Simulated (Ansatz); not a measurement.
# AsH₃O: an energy map over two coordinates

How does the energy of AsH₃O, SMILES O[AsH2] change over two coordinates at once? A grid of runs gives the map.

Method: RKS B3LYP-D4/def2-TZVP; program: Ansatz 0.2.0.

### Step 1. Where the work starts

SMILES `O[AsH2]`, 5 atoms, charge 0, spin multiplicity 1.

Atoms are counted from 1 here; the program's logs count them from 0.

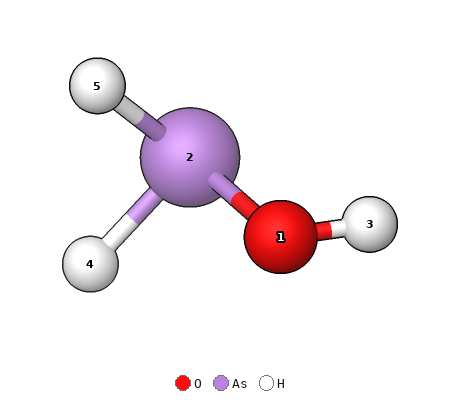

The starting geometry (oxygen red, arsenic purple, hydrogen white); atoms are numbered from 1 in the order of the file.

As a file:

```
O     0.3349   -0.6941    0.8458
As    0.0178    0.1801   -0.7315
H     0.9516   -1.4135    0.6122
H    -1.5134    0.3125   -0.5465
H     0.2091    1.6150   -0.1799
```

This geometry comes from a loose relaxation at PBE in a small basis, which is not shown.

### Step 2. The minimum at this level

input.yaml reads:

```yaml
crystal:
  periodic: [false, false, false]
  atoms:
    - { symbol: O, position_ang: [0.334911, -0.69411, 0.845773] }
    - { symbol: As, position_ang: [0.01783, 0.180135, -0.731541] }
    - { symbol: H, position_ang: [0.951585, -1.413486, 0.612156] }
    - { symbol: H, position_ang: [-1.513438, 0.312473, -0.546521] }
    - { symbol: H, position_ang: [0.209103, 1.614978, -0.179867] }
basis:
  gaussian: { orbitals: def2-TZVP }
hamiltonian:
  xc: { name: B3LYP }
  dispersion: d4
output:
  forces: true
relax:
  f_tol: 0.003
  max_steps: 120
```

On the command line:

```console
$ ansatz run input.yaml --threads 1 --pin off --max-ram 2560MiB --backend cpu --events-out ev --progress --plain --runs-dir out
```

Output:

```text
Warning: RAYON_NUM_THREADS=1 ignored (pool sized by the plan → 1); use --threads N
The last accepted step is kept in <dir> (removed where the run ends without a failure and the disk answers)
Engine: ansatz 0.2.0, aarch64-unknown-linux-gnu
Functional definition: B3LYP
  parameter a0 = 0.2
  parameter ax = 0.72
  parameter ac = 0.81
  exchange = (1 - a0 - ax)*slater_x + ax*b88_x + a0*exact_x
  correlation = (1 - ac)*vwn_rpa_c + ac*lyp_c
699 factors; their error is unknown
mean field evaluation 1: about -62933.9762 eV, gradient 5.7e1 eV
mean field evaluation 2: about -62906.9487 eV, gradient 1.3e2 eV
mean field evaluation 4: about -62939.0041 eV, gradient 3.6e0 eV
mean field evaluation 8: about -62939.2380 eV, gradient 3.6e-1 eV
mean field evaluation 16: about -62939.2381 eV, gradient 1.8e-5 eV
mean field -62939.23809866 eV, -2312.9743383779 hartree, gradient 1.8e-5 eV, S^2 0.000000; 0 other end points of the search recorded, 0 dependent functions left out
the calculation of the forces begins
reference -62939.23830973 eV, -2312.9743461345 hartree; 22, 22 occupied and 75, 75 virtual orbitals, 699 factors
relax step   1: F+E_penalty+E_count = -62939.33066282 eV  Δ(F+E_penalty+E_count) = +0.000e0 eV  max|allowed force component| = 4.860e-1 eV/Å  Δτ_max = 0.0000 Å  (26 SCF iters, accepted)
these checks for a lower state are left out or cut short: starts, cluster_reference, orbital_swaps, neighbouring_geometries, increment
699 factors; their error is unknown
mean field -62939.25113365 eV, -2312.9748174049 hartree, gradient 2.4e-5 eV, S^2 0.000000; 0 other end points of the search recorded, 0 dependent functions left out
the calculation of the forces begins
reference -62939.25134423 eV, -2312.9748251437 hartree; 22, 22 occupied and 75, 75 virtual orbitals, 699 factors
relax step   2: F+E_penalty+E_count = -62939.34378127 eV  Δ(F+E_penalty+E_count) = -1.312e-2 eV  max|allowed force component| = 2.407e-1 eV/Å  Δτ_max = 0.0225 Å  (30 SCF iters, accepted)
these checks for a lower state are left out or cut short: starts, cluster_reference, orbital_swaps, neighbouring_geometries, increment
699 factors; their error is unknown
mean field -62939.25348548 eV, -2312.9749038331 hartree, gradient 2.7e-5 eV, S^2 0.000000; 0 other end points of the search recorded, 0 dependent functions left out
the calculation of the forces begins
reference -62939.25369574 eV, -2312.9749115600 hartree; 22, 22 occupied and 75, 75 virtual orbitals, 699 factors
relax step   3: F+E_penalty+E_count = -62939.34617323 eV  Δ(F+E_penalty+E_count) = -2.392e-3 eV  max|allowed force component| = 6.913e-2 eV/Å  Δτ_max = 0.0131 Å  (31 SCF iters, accepted)
these checks for a lower state are left out or cut short: starts, cluster_reference, orbital_swaps, neighbouring_geometries, increment
699 factors; their error is unknown
mean field evaluation 32: about -62939.0525 eV, gradient 3.4e-4 eV
mean field -62939.25378350 eV, -2312.9749147851 hartree, gradient 2.6e-5 eV, S^2 0.000000; 0 other end points of the search recorded, 0 dependent functions left out
the calculation of the forces begins
reference -62939.25399392 eV, -2312.9749225179 hartree; 22, 22 occupied and 75, 75 virtual orbitals, 699 factors
relax step   4: F+E_penalty+E_count = -62939.34647957 eV  Δ(F+E_penalty+E_count) = -3.063e-4 eV  max|allowed force component| = 1.614e-2 eV/Å  Δτ_max = 0.0035 Å  (31 SCF iters, accepted)
these checks for a lower state are left out or cut short: starts, cluster_reference, orbital_swaps, neighbouring_geometries, increment
699 factors; their error is unknown
mean field -62939.25380088 eV, -2312.9749154238 hartree, gradient 2.6e-5 eV, S^2 0.000000; 0 other end points of the search recorded, 0 dependent functions left out
the calculation of the forces begins
reference -62939.25401136 eV, -2312.9749231587 hartree; 22, 22 occupied and 75, 75 virtual orbitals, 699 factors
relax step   5: F+E_penalty+E_count = -62939.34649942 eV  Δ(F+E_penalty+E_count) = -1.985e-5 eV  max|allowed force component| = 5.026e-3 eV/Å  Δτ_max = 0.0019 Å  (32 SCF iters, accepted)
these checks for a lower state are left out or cut short: starts, cluster_reference, orbital_swaps, neighbouring_geometries, increment
699 factors; their error is unknown
mean field -62939.25380387 eV, -2312.9749155339 hartree, gradient 2.6e-5 eV, S^2 0.000000; 0 other end points of the search recorded, 0 dependent functions left out
the calculation of the forces begins
reference -62939.25401435 eV, -2312.9749232687 hartree; 22, 22 occupied and 75, 75 virtual orbitals, 699 factors
relax step   6: F+E_penalty+E_count = -62939.34650228 eV  Δ(F+E_penalty+E_count) = -2.859e-6 eV  max|allowed force component| = 1.498e-4 eV/Å  Δτ_max = 0.0015 Å  (32 SCF iters, accepted)
699 factors; their error is unknown
mean field evaluation 64: about -62939.0525 eV, gradient 2.0e-1 eV
mean field -62939.25380387 eV, -2312.9749155339 hartree, gradient 2.6e-5 eV, S^2 0.000000; 1 other end points of the search recorded, 0 dependent functions left out
the calculation of the forces begins
reference -62939.25401435 eV, -2312.9749232687 hartree; 22, 22 occupied and 75, 75 virtual orbitals, 699 factors
Total energy: -62939.34671276 eV, -2312.9783298723 hartree
Atom 0 at     0.340895    -0.680957     0.819043 Å, force     0.000087     0.000132    -0.000001 eV/Å
Atom 1 at     0.010464     0.194673    -0.739943 Å, force     0.000128    -0.000150     0.000026 eV/Å
Atom 2 at     0.937760    -1.412269     0.629119 Å, force    -0.000117    -0.000013    -0.000079 eV/Å
Atom 3 at    -1.503773     0.297406    -0.537951 Å, force    -0.000037     0.000010     0.000002 eV/Å
Atom 4 at     0.214645     1.601137    -0.170269 Å, force    -0.000061     0.000021     0.000052 eV/Å
Dipole moment:     0.108639    -0.072694    -0.247893 e Å
```

Run time: 28 s. Hardware: 1 thread of Arm Neoverse N1, shared host; peak memory 0.15 GiB.

The steps of the relaxation:

| step | energy from step 1 (eV) | largest force component (eV/Å) |
| --- | --- | --- |
| 1 | 0.0000 | 0.4860 |
| 2 | -0.0131 | 0.2407 |
| 3 | -0.0155 | 0.0691 |
| 4 | -0.0158 | 0.0161 |
| 5 | -0.0158 | 0.0050 |
| 6 | -0.0158 | 0.0001 |

Close pairs (by a distance rule), those that changed most:

| bond | before (Å) | after (Å) | change (Å) |
| --- | --- | --- | --- |
| As2–H5 | 1.549 | 1.531 | -0.018 |
| As2–H4 | 1.548 | 1.531 | -0.017 |
| O1–H3 | 0.976 | 0.963 | -0.013 |
| O1–As2 | 1.831 | 1.818 | -0.013 |

### Step 3. Setting up the map

- umbrella angle at As2 (between each of its bonds and their common axis; 90 is planar): 15 values from 45.8 to 134.2 °
- change of the bonds As2–O1, As2–H4, As2–H5, all alike: 15 values from −0.179 to 0.277 Å

Nothing else is relaxed (all other coordinates rigid). Energies count from the relaxed molecule at the same level. Points are written as (first, second).

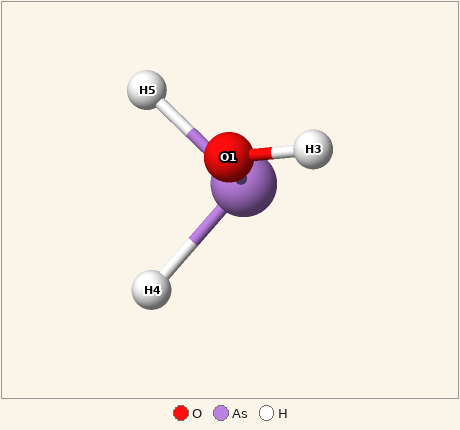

The geometry at (121.6°, −0.049 Å).

Below, 3 of the grid's runs; all are launched alike.

### Step 4. Grid point (121.6°, −0.049 Å)

input.yaml reads:

```yaml
crystal:
  periodic: [false, false, false]
  atoms:
    - { symbol: O, position_ang: [0.343242, -0.669555, 0.767679] }
    - { symbol: As, position_ang: [0.010464, 0.194673, -0.739943] }
    - { symbol: H, position_ang: [0.940177, -1.398139, 0.567755] }
    - { symbol: H, position_ang: [-1.457558, 0.289372, -0.559481] }
    - { symbol: H, position_ang: [0.217053, 1.559868, -0.201172] }
basis:
  gaussian: { orbitals: def2-TZVP }
hamiltonian:
  xc: { name: B3LYP }
  dispersion: d4
output:
  forces: true
```

On the command line:

```console
$ ansatz run input.yaml --threads 1 --pin off --max-ram 2560MiB --backend cpu --events-out ev --progress --plain --runs-dir out
```

Output (excerpt; [...] marks lines left out):

```text
Warning: RAYON_NUM_THREADS=1 ignored (pool sized by the plan → 1); use --threads N
[...]
[... 1 set-up line as earlier in the session ...]
[...]
699 factors; their error is unknown
[...]
mean field -62939.17935473 eV, -2312.9721795783 hartree, gradient 1.7e-5 eV, S^2 0.000000; 0 other end points of the search recorded, 0 dependent functions left out
[...]
reference -62939.17956313 eV, -2312.9721872367 hartree; 22, 22 occupied and 75, 75 virtual orbitals, 699 factors
Total energy: -62939.27273179 eV, -2312.9756111219 hartree
Atom 0 at     0.343242    -0.669555     0.767679 Å, force     0.279255    -0.632814     0.939850 eV/Å
Atom 1 at     0.010464     0.194673    -0.739943 Å, force     0.558521    -0.308098    -1.516996 eV/Å
Atom 2 at     0.940177    -1.398139     0.567755 Å, force    -0.021784     0.001137     0.096303 eV/Å
Atom 3 at    -1.457558     0.289372    -0.559481 Å, force    -0.932406     0.072036     0.128180 eV/Å
Atom 4 at     0.217053     1.559868    -0.201172 Å, force     0.116413     0.867740     0.352663 eV/Å
Dipole moment:     0.102740    -0.077354    -0.203805 e Å
```

Wall time 3.8 s (1 thread of Arm Neoverse N1, shared host); peak memory 0.14 GiB.

That is 7 kJ/mol from the zero.

### Step 5. Grid point (127.9°, −0.179 Å)

input.yaml reads:

```yaml
crystal:
  periodic: [false, false, false]
  atoms:
    - { symbol: O, position_ang: [0.210849, -0.486518, 0.73764] }
    - { symbol: As, position_ang: [0.010464, 0.194673, -0.739943] }
    - { symbol: H, position_ang: [0.803813, -1.23894, 0.640741] }
    - { symbol: H, position_ang: [-1.300619, 0.324732, -0.436097] }
    - { symbol: H, position_ang: [0.114744, 1.398546, -0.133254] }
basis:
  gaussian: { orbitals: def2-TZVP }
hamiltonian:
  xc: { name: B3LYP }
  dispersion: d4
output:
  forces: true
```

On the command line:

```console
$ ansatz run input.yaml --threads 1 --pin off --max-ram 2560MiB --backend cpu --events-out ev --progress --plain --runs-dir out
```

Output (excerpt; [...] marks lines left out):

```text
Warning: RAYON_NUM_THREADS=1 ignored (pool sized by the plan → 1); use --threads N
[...]
[... 1 set-up line as earlier in the session ...]
[...]
699 factors; their error is unknown
[...]
mean field -62937.66574774 eV, -2312.9165555474 hartree, gradient 1.3e-5 eV, S^2 0.000000; 0 other end points of the search recorded, 0 dependent functions left out
[...]
reference -62937.66594533 eV, -2312.9165628087 hartree; 22, 22 occupied and 75, 75 virtual orbitals, 699 factors
Total energy: -62937.76029336 eV, -2312.9200300350 hartree
Atom 0 at     0.210849    -0.486518     0.737640 Å, force     2.005189    -4.227795     5.619526 eV/Å
Atom 1 at     0.010464     0.194673    -0.739943 Å, force     2.274560    -0.916122    -7.377966 eV/Å
Atom 2 at     0.803813    -1.238940     0.640741 Å, force    -0.059407    -0.103092     0.640451 eV/Å
Atom 3 at    -1.300619     0.324732    -0.436097 Å, force    -5.080663     0.370226    -0.076493 eV/Å
Atom 4 at     0.114744     1.398546    -0.133254 Å, force     0.860320     4.876783     1.194482 eV/Å
Dipole moment:     0.130540    -0.137441    -0.120663 e Å
```

Run time: 3.7 s. Hardware: 1 thread of Arm Neoverse N1, shared host; peak memory 0.15 GiB.

On the map this point reads 153 kJ/mol.

### Step 6. Grid point (58.4°, 0.016 Å)

input.yaml reads:

```yaml
crystal:
  periodic: [false, false, false]
  atoms:
    - { symbol: O, position_ang: [1.131523, -1.253292, -0.84679] }
    - { symbol: As, position_ang: [0.010464, 0.194673, -0.739943] }
    - { symbol: H, position_ang: [1.40422, -1.351664, -1.764992] }
    - { symbol: H, position_ang: [-0.867406, -0.172028, -1.959941] }
    - { symbol: H, position_ang: [0.88066, 1.154178, -1.585945] }
basis:
  gaussian: { orbitals: def2-TZVP }
hamiltonian:
  xc: { name: B3LYP }
  dispersion: d4
output:
  forces: true
```

On the command line:

```console
$ ansatz run input.yaml --threads 1 --pin off --max-ram 2560MiB --backend cpu --events-out ev --progress --plain --runs-dir out
```

Output (excerpt; [...] marks lines left out):

```text
Warning: RAYON_NUM_THREADS=1 ignored (pool sized by the plan → 1); use --threads N
[...]
[... 1 set-up line as earlier in the session ...]
[...]
699 factors; their error is unknown
[...]
mean field -62939.24480613 eV, -2312.9745848727 hartree, gradient 2.0e-5 eV, S^2 0.000000; 0 other end points of the search recorded, 0 dependent functions left out
[...]
reference -62939.24501331 eV, -2312.9745924865 hartree; 22, 22 occupied and 75, 75 virtual orbitals, 699 factors
Total energy: -62939.33948889 eV, -2312.9780644002 hartree
Atom 0 at     1.131523    -1.253292    -0.846790 Å, force    -0.295396     0.378123     0.046414 eV/Å
Atom 1 at     0.010464     0.194673    -0.739943 Å, force     0.317491    -0.364871    -0.193157 eV/Å
Atom 2 at     1.404220    -1.351664    -1.764992 Å, force     0.100915    -0.134418     0.002438 eV/Å
Atom 3 at    -0.867406    -0.172028    -1.959941 Å, force     0.066234     0.157994     0.099304 eV/Å
Atom 4 at     0.880660     1.154178    -1.585945 Å, force    -0.189244    -0.036828     0.045001 eV/Å
Dipole moment:    -0.075669     0.187951    -0.310099 e Å
```

Wall time 3.6 s (1 thread of Arm Neoverse N1, shared host); peak memory 0.14 GiB.

That is 0.7 kJ/mol from the zero.

### Step 7. The map

225 points were computed. Energies in kJ/mol, from the relaxed molecule at the same level:

| change of the bonds As2–O1, As2–H4, As2–H5, all alike (Å) ↓, umbrella angle at As2 (between each of its bonds and their common axis; 90 is planar) (°) → | 45.8 | 52.1 | 58.4 | 64.7 | 71.0 | 77.4 | 83.7 | 90.0 | 96.3 | 102.6 | 109.0 | 115.3 | 121.6 | 127.9 | 134.2 |
| --- | --- | --- | --- | --- | --- | --- | --- | --- | --- | --- | --- | --- | --- | --- | --- |
| 0.277 | 191 | 147 | 135 | 151 | 192 | 259 | 347 | 436 | 376 | 285 | 212 | 164 | 141 | 144 | 177 |
| 0.244 | 168 | 122 | 109 | 125 | 168 | 237 | 326 | 406 | 353 | 262 | 188 | 138 | 114 | 119 | 154 |
| 0.211 | 148 | 99 | 85 | 102 | 146 | 216 | 305 | 377 | 330 | 240 | 164 | 114 | 90 | 95 | 133 |
| 0.179 | 130 | 79 | 64 | 80 | 126 | 197 | 286 | 350 | 307 | 220 | 143 | 92 | 68 | 74 | 114 |
| 0.146 | 115 | 61 | 44 | 61 | 107 | 179 | 266 | 323 | 285 | 200 | 124 | 72 | 48 | 55 | 97 |
| 0.114 | 103 | 46 | 28 | 44 | 91 | 164 | 248 | 299 | 265 | 183 | 107 | 54 | 31 | 40 | 84 |
| 0.081 | 94 | 34 | 14 | 31 | 77 | 150 | 231 | 277 | 246 | 168 | 92 | 40 | 17 | 27 | 75 |
| 0.049 | 91 | 26 | 5 | 21 | 68 | 140 | 218 | 259 | 230 | 156 | 81 | 29 | 7 | 19 | 70 |
| 0.016 | 92 | 24 | 1 | 15 | 62 | 133 | 207 | 245 | 218 | 147 | 74 | 22 | 1 | 15 | 70 |
| −0.016 | 99 | 27 | 2 | 15 | 61 | 131 | 201 | 236 | 210 | 143 | 71 | 21 | 1 | 17 | 76 |
| −0.049 | 114 | 37 | 9 | 21 | 66 | 134 | 200 | 232 | 208 | 144 | 75 | 26 | 7 | 26 | 89 |
| −0.081 | 136 | 54 | 24 | 34 | 78 | 143 | 206 | 235 | 212 | 152 | 85 | 37 | 21 | 43 | 110 |
| −0.114 | 168 | 82 | 47 | 56 | 98 | 161 | 220 | 247 | 225 | 168 | 103 | 58 | 43 | 69 | 141 |
| −0.146 | 211 | 118 | 81 | 87 | 127 | 187 | 243 | 268 | 247 | 193 | 131 | 87 | 75 | 104 | 182 |
| −0.179 | 267 | 169 | 127 | 131 | 168 | 225 | 278 | 301 | 281 | 230 | 171 | 130 | 120 | 153 | 237 |

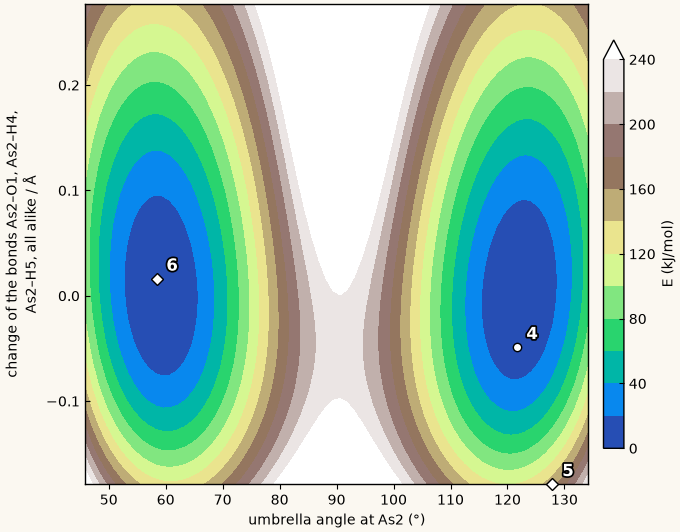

The map; numbers mark the steps of this session that print a point's run. Drawn: filled contours, one colour for all values above the top of the scale. Between grid points the surface is interpolated.

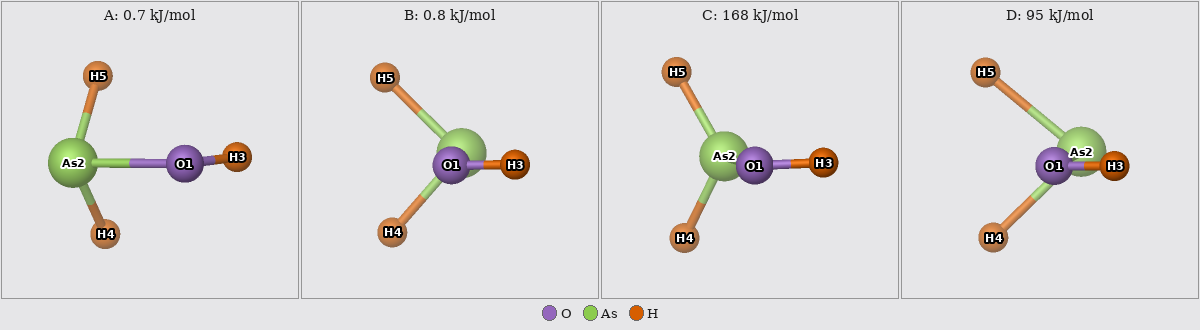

Structures on the grid, at one scale: A at (58.4°, 0.016 Å); B at (121.6°, −0.016 Å); C at (102.6°, −0.114 Å); D at (127.9°, 0.211 Å).

On the same grid, largest force on an atom (eV/Å):

```
change of the bonds As2–O1, As2–H4, As2–H5, all alike (Å) ↓, umbrella angle at As2 (between each of its bonds and their common axis; 90 is planar) (°) →  45.8  52.1  58.4  64.7  71.0  77.4  83.7  90.0  96.3  102.6  109.0  115.3  121.6  127.9  134.2
                                                                                                                                                   0.277   7.4   6.1   4.3   3.2   3.3   3.3   4.2   3.2   4.4    3.0    3.0    3.0    3.9    5.7    7.0
                                                                                                                                                   0.244   7.2   5.9   4.1   3.1   3.2   3.2   4.3   3.1   4.3    3.0    2.9    2.9    3.6    5.4    6.7
                                                                                                                                                   0.211   6.9   5.6   3.8   3.0   3.1   3.1   4.3   3.0   4.1    3.2    2.8    2.7    3.4    5.2    6.4
                                                                                                                                                   0.179   6.5   5.2   3.5   2.8   2.9   3.1   4.2   2.9   3.9    3.4    2.7    2.6    3.0    4.8    6.1
                                                                                                                                                   0.146   6.0   4.8   3.0   2.6   2.8   3.3   4.0   2.7   3.7    3.5    2.5    2.3    2.6    4.4    5.6
                                                                                                                                                   0.114   5.4   4.3   2.5   2.3   2.5   3.5   3.8   2.4   3.5    3.6    2.3    2.1    2.2    3.9    5.1
                                                                                                                                                   0.081   4.7   3.6   1.9   1.9   2.3   3.7   3.7   2.1   3.3    3.8    2.3    1.7    1.7    3.3    4.4
                                                                                                                                                   0.049   3.9   2.9   1.3   1.5   2.6   4.0   3.6   1.8   3.2    4.0    2.7    1.4    1.0    2.6    3.6
                                                                                                                                                   0.016   2.9   1.9   0.5   1.5   3.1   4.2   3.6   1.4   3.2    4.2    3.2    1.5    0.4    1.7    2.7
                                                                                                                                                  −0.016   2.8   1.2   0.6   2.2   3.7   4.5   3.6   1.0   3.2    4.4    3.7    2.2    0.6    1.1    2.5
                                                                                                                                                  −0.049   3.7   2.0   1.6   3.1   4.4   4.9   3.7   1.2   3.3    4.7    4.3    3.0    1.6    1.9    3.4
                                                                                                                                                  −0.081   4.7   3.0   2.9   4.2   5.2   5.4   3.9   1.5   3.4    5.1    5.0    4.0    2.8    2.9    4.4
                                                                                                                                                  −0.114   6.0   4.2   4.4   5.4   6.2   6.0   4.2   2.2   3.7    5.6    5.9    5.2    4.3    4.2    5.7
                                                                                                                                                  −0.146   7.5   5.6   6.1   6.8   7.2   6.7   4.6   3.5   4.0    6.2    6.8    6.5    5.9    5.6    7.2
                                                                                                                                                  −0.179   9.3   7.9   8.2   8.5   8.5   7.5   5.1   5.0   5.3    6.9    8.0    8.1    7.9    7.8    9.0
```

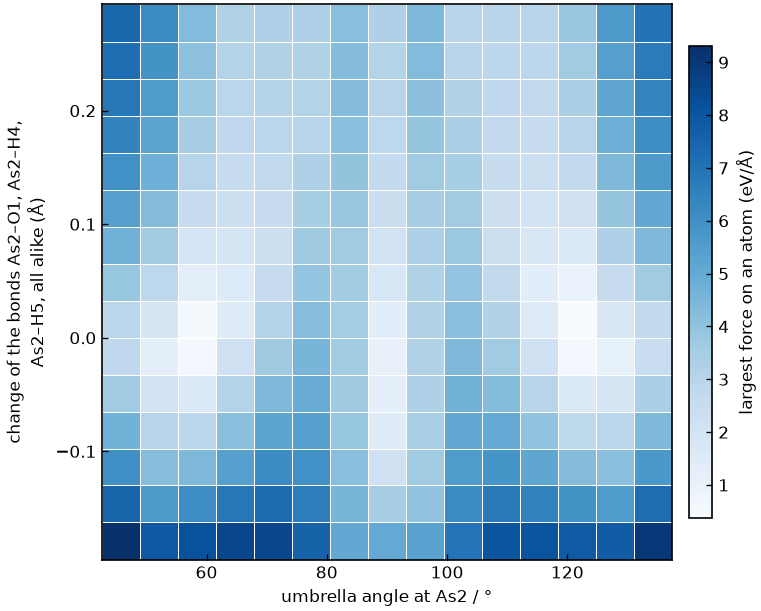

The largest force on an atom over the grid. Drawn: one coloured cell a grid point.

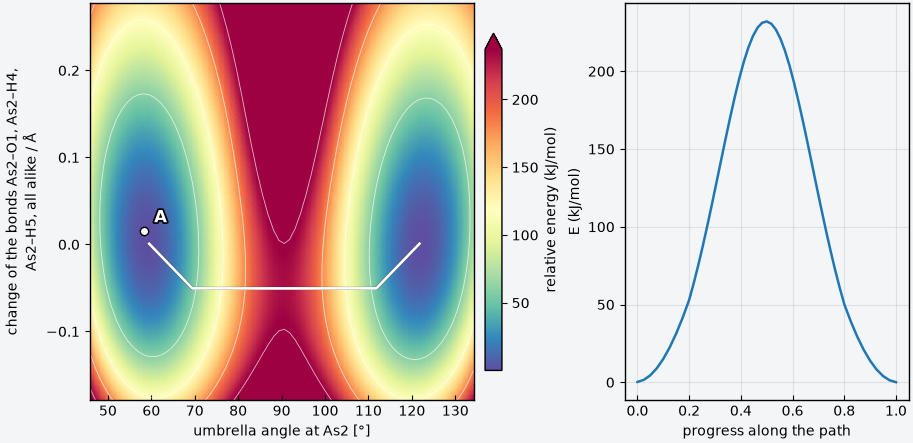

The easiest path on the interpolated surface, from A. Drawn: a smooth colour map, a line along the lowest path, one colour for all values above the top of the scale, the energy along the path at the right. Between grid points the surface is interpolated.

### Step 8. Outcome

| quantity | value |
| --- | --- |
| lowest point | (58.4°, 0.016 Å), 0.7 kJ/mol |
| highest computed point | (90.0°, 0.277 Å), 436 kJ/mol above the lowest |
| largest force on an atom (eV/Å) | 0.4 at (121.6°, 0.016 Å) to 9.3 at (45.8°, −0.179 Å); 0.5 at the lowest point |
| time for the whole task | 15 min on 1 thread, shared host |

In words: The lowest computed point is at (58.4°, 0.016 Å), 0.7 kJ/mol from the relaxed molecule at the same level; the map holds 2 wells of about this depth. The grid is coarse, so the lowest point of the scanned range may lie between grid points; coordinates that were held can hide deeper minima. The grid shows no well of another kind. The highest computed point, (90.0°, 0.277 Å), lies 436 kJ/mol above the lowest. On the interpolated surface the easiest way out of the lowest well to the well at (121.6°, −0.016 Å) passes a barrier of about 230 kJ/mol. Round the minimum the two coordinates are nearly uncoupled. Between some neighbouring points the energy changes steeply, from close contacts of the rigid frames or a change of state; the map doesn't tell which.
